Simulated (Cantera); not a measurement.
Feed: 1 mol SiCl4, 0.047 mol HCl, 870 mol H2, held at 7.50 Torr.

Cantera equilibrium calculation (NASA polynomials, part measured and part estimated; ideal gas, pure solids and liquids). Candidate condensed phases: Si; 19 gas species. The tables' values for SiCl are old estimates; treat these amounts as uncertain. Gases not in the tables: Si2H6 and higher silanes. Equilibrium is a limit: real reactors are often held back by kinetics, nucleation or transport.

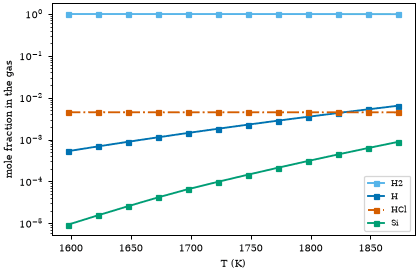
Figure: Equilibrium gas composition (values under 1e-9 drawn at 1e-9)

### Question
Read off the mole fractions at 1673 K.

### Answer
H2 about 0.99, HCl about 0.0045, H about 0.0011, Si about 4.2e-5.
